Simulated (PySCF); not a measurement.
**GaF (SMILES [F][Ga]) at PBE0/def2-TZVPPD**

Aim: the vertical ionisation energy of GaF at PBE0/def2-TZVPPD, from 2 runs. The job is set up through a Python script.

The results are computed with PySCF 2.14.0.

3 further runs of the same task are left out: 3 set aside as unsound or not needed.

### Step 1. The structure to begin with

GaF: 2 atoms, total charge 0, spin state singlet. SMILES: `[F][Ga]`. Geometry: relaxed at PBE0-D4/def2-TZVP.

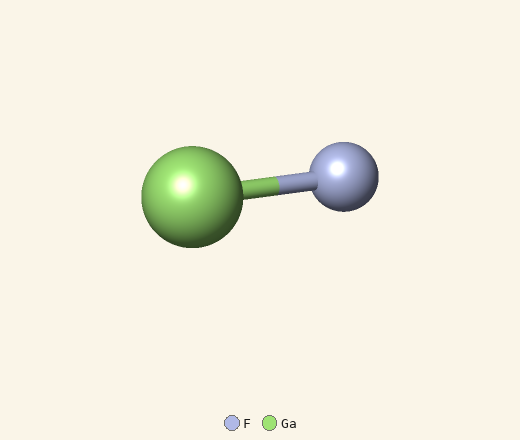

Viewed from a chosen angle; fluorine light blue, gallium green.

### Step 2. A single-point energy at PBE0/def2-TZVPPD

File mol.xyz:

```xyz
2

F      0.000000     0.000000     0.006300
Ga     0.000000     0.000000     1.792850
```

File input.py:

```python
from pyscf import gto, dft

mol = gto.M(
    atom='mol.xyz',
    basis='def2-tzvppd',
    verbose=3,
    max_memory=1860,
    charge=0,
)

ks = dft.RKS(mol, xc='pbe0')
ks.conv_tol = 1e-10
ks.grids.level = 5
ks.kernel()
if not ks.converged:
    ks = ks.newton().run(ks.mo_coeff, ks.mo_occ)

e_final = ks.e_tot
print('Final energy', e_final)
```

Run with:

```
OMP_NUM_THREADS=1 python input.py
```

Output:

```text
converged SCF energy = -2024.44861346866
Final energy -2024.448613468662
```

Run time: 7.8 s. Hardware: 1 thread of Arm Neoverse V1, shared host; peak memory 0.44 GiB.

### Step 3. The doublet cation, same level

File input.xyz:

```xyz
2
FGa
F      0.000000     0.000000     0.006300
Ga     0.000000     0.000000     1.792850
```

File job.py:

```python
from pyscf import gto, dft

mol = gto.Mole()
mol.atom = 'input.xyz'
mol.charge = 1
mol.max_memory = 1860
mol.basis = 'def2-tzvppd'
mol.spin = 1
mol.verbose = 4
mol.build()

mf = dft.UKS(mol)
mf.xc = 'pbe0'
mf.conv_tol = 1e-10
mf.grids.level = 5
mf.kernel()
if not mf.converged:
    mf = mf.newton().run(mf.mo_coeff, mf.mo_occ)

etot = mf.e_tot
print('Final energy', etot)
```

Run with:

```
OMP_NUM_THREADS=1 python job.py
```

Output:

```text
PySCF version 2.14.0

[INPUT] num. atoms = 2
[INPUT] num. electrons = 39
[INPUT] charge = 1
[INPUT] spin (= nelec alpha-beta = 2S) = 1
[INPUT] symmetry False subgroup None
[INPUT] Mole.unit = angstrom
[INPUT] Symbol           X                Y                Z      unit          X                Y                Z       unit  Magmom
[INPUT]  1 F      0.000000000000   0.000000000000   0.006300000000 AA    0.000000000000   0.000000000000   0.011905274585 Bohr   0.0
[INPUT]  2 Ga     0.000000000000   0.000000000000   1.792850000000 AA    0.000000000000   0.000000000000   3.387995482426 Bohr   0.0

nuclear repulsion = 82.6399719272789
number of shells = 32
number of NR pGTOs = 161
number of NR cGTOs = 94
basis = def2-tzvppd
ecp = {}

[... 33 lines left out ...]
WARN: HOMO -0.277256861815111 >= LUMO -0.277256861815118
[... 50 lines left out ...]
converged SCF energy = -2024.06558173151  <S^2> = 0.75554533  2S+1 = 2.0055377
Final energy -2024.065581731509
```

It took 15 s on 1 thread of Arm Neoverse V1, shared host; peak memory 0.46 GiB.

### Step 4. Results

At PBE0/def2-TZVPPD:

```
                                          quantity           value
                         singlet GaF: total energy  -2024.44861 Eh
                        singlet GaF: dipole moment          2.31 D
                          singlet GaF: HOMO energy        -7.85 eV
                          singlet GaF: LUMO energy        -1.43 eV
                        singlet GaF: HOMO–LUMO gap         6.42 eV
                      doublet cation: total energy  -2024.06558 Eh
doublet cation: HOMO energy (highest over α and β)       -16.73 eV
 doublet cation: LUMO energy (lowest over α and β)       -13.03 eV
                              doublet cation: ⟨S²⟩           0.756
vertical ionisation energy (to the doublet cation)       10.423 eV
```

What this shows: The vertical ionisation energy comes to 10.42 eV (240 kcal/mol). −ε(HOMO) before ionisation, 7.85 eV, is 2.58 eV below this ionisation energy.
